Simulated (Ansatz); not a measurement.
# InPH6 (SMILES [PH3+][InH3-]) at SVWN5/def2-SVP (core potential)

What is the energy change on altering one bond length of InPH6 at SVWN5/def2-SVP (core potential)? 

The calculation is run with Ansatz 0.2.0.

50 further runs of the same task are left out: 3 that didn't finish, 47 set aside as unsound or not needed.

## Step 1: Starting point

InPH6 has 8 atoms, charge 0, and is taken as a singlet. SMILES: `[PH3+][InH3-]`. The coordinates come from a PBE0-D4/def2-TZVP relaxation.

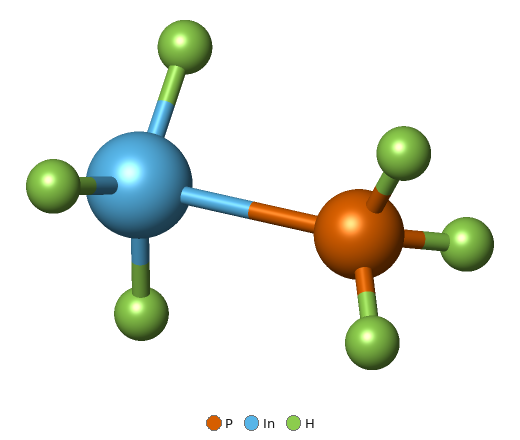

Viewed from a chosen angle; phosphorus orange, indium blue, hydrogen green.

## Step 2: The energy at SVWN5/def2-SVP (core potential)

Input file run.yaml:

```yaml
crystal:
  periodic: [false, false, false]
  atoms:
    - {symbol: P, position_ang: [-0.593300, 0.062600, -1.026600]}
    - {symbol: In, position_ang: [0.822000, -0.099900, 1.362800]}
    - {symbol: H, position_ang: [-1.997500, -0.077200, -1.021800]}
    - {symbol: H, position_ang: [-0.318900, -0.855700, -2.062100]}
    - {symbol: H, position_ang: [-0.526800, 1.240500, -1.800800]}
    - {symbol: H, position_ang: [0.023300, 1.240800, 2.111900]}
    - {symbol: H, position_ang: [2.376100, 0.140700, 0.638900]}
    - {symbol: H, position_ang: [0.307400, -1.708800, 1.741800]}
basis:
  gaussian:
    orbitals: def2-SVP
hamiltonian:
  xc: {name: SVWN5}
accuracy: high
output: {orbitals: {seedname: orbitals}}
```

Run with:

```bash
$ ansatz run run.yaml --threads 1 --pin off --max-ram 3480MiB --events-out events.jsonl --progress --plain --runs-dir runs
```

Log:

```text
Warning: RAYON_NUM_THREADS=1 ignored (pool sized by the plan → 1); use --threads N
Functional definition: SVWN5
  name "SVWN5"
  exchange = slater_x
  correlation = vwn5_c
1767 factors; integrals over basis functions are off by at most 4.0e-9 eV
mean field evaluation 1: about -14510.1502 eV, gradient 1.9e1 eV
mean field evaluation 2: about -14510.8770 eV, gradient 1.3e1 eV
mean field evaluation 4: about -14511.4322 eV, gradient 3.9e-1 eV
mean field evaluation 8: about -14511.4278 eV, gradient 2.1e-2 eV
mean field evaluation 16: about -14511.4278 eV, gradient 2.3e-6 eV
mean field -14511.42777874 eV, -533.2851346695 hartree, gradient 9.1e-8 eV, S^2 0.000000; 0 other end points of the search recorded, 0 dependent functions left out
reference -14511.42778301 eV, -533.2851348264 hartree; 21, 21 occupied and 53, 53 virtual orbitals, 1767 factors
Total energy: -14511.42778301 eV, -533.2851348264 hartree
```

Run time: 2.9 s. Hardware: 1 thread of Intel Xeon Platinum 8488C (Sapphire Rapids), shared host; peak memory 0.21 GiB.

## Step 3: The distorted shape, same level

Input file in.yaml:

```yaml
crystal:
  periodic: [false, false, false]
  atoms:
    - {symbol: P, position_ang: [-0.335995, 0.867066, -1.216104]}
    - {symbol: In, position_ang: [1.079305, 0.704566, 1.173296]}
    - {symbol: H, position_ang: [-1.740195, 0.727266, -1.211304]}
    - {symbol: H, position_ang: [-0.061595, -0.051234, -2.251604]}
    - {symbol: H, position_ang: [-0.269495, 2.044966, -1.990304]}
    - {symbol: H, position_ang: [0.280605, 2.045266, 1.922396]}
    - {symbol: H, position_ang: [2.633405, 0.945166, 0.449396]}
    - {symbol: H, position_ang: [0.307400, -1.708800, 1.741800]}
basis:
  gaussian:
    orbitals: def2-SVP
hamiltonian:
  xc: {name: SVWN5}
accuracy: high
output:
  orbitals: {seedname: orbitals}
```

Run with:

```bash
$ ansatz run in.yaml --threads 1 --pin off --max-ram 3480MiB --events-out events.jsonl --progress --plain --runs-dir runs
```

Log:

```text
Warning: RAYON_NUM_THREADS=1 ignored (pool sized by the plan → 1); use --threads N
[... 4 set-up lines as earlier in the session ...]
1754 factors; integrals over basis functions are off by at most 3.6e-9 eV
mean field evaluation 1: about -14508.5058 eV, gradient 1.9e1 eV
mean field evaluation 2: about -14507.3188 eV, gradient 2.2e1 eV
mean field evaluation 4: about -14509.8241 eV, gradient 2.0e0 eV
mean field evaluation 8: about -14509.8420 eV, gradient 4.1e-2 eV
mean field evaluation 16: about -14509.8420 eV, gradient 8.1e-6 eV
mean field -14509.84196888 eV, -533.2268572323 hartree, gradient 9.7e-8 eV, S^2 0.000000; 0 other end points of the search recorded, 0 dependent functions left out
reference -14509.84197325 eV, -533.2268573928 hartree; 21, 21 occupied and 53, 53 virtual orbitals, 1754 factors
Total energy: -14509.84197325 eV, -533.2268573928 hartree
```

It took 3.3 s on 1 thread of Intel Xeon Platinum 8488C (Sapphire Rapids), shared host; peak memory 0.22 GiB.

## Step 4: Results

At SVWN5/def2-SVP (core potential):

```
                                                          quantity          value
                                         first shape: total energy  -533.28513 Eh
                                          first shape: HOMO energy       -6.38 eV
                                          first shape: LUMO energy       -1.19 eV
                                        first shape: HOMO–LUMO gap        5.19 eV
                                     distorted shape: total energy  -533.22686 Eh
                                      distorted shape: HOMO energy       -5.37 eV
                                      distorted shape: LUMO energy       -2.09 eV
                                    distorted shape: HOMO–LUMO gap        3.28 eV
energy change with the In2–H8 bond stretched from 1.731 to 2.597 Å       1.586 eV
```

In words: One bond (distorted shape) is far stretched, which a spin-restricted single reference describes badly; a broken-symmetry solution may lie lower. With the In2–H8 bond stretched from 1.731 to 2.597 Å the energy rises by 1.59 eV (37 kcal/mol). The first shape isn't relaxed at this level, so the change isn't measured from a minimum. A restricted reference can't describe the breaking bond well at this length.
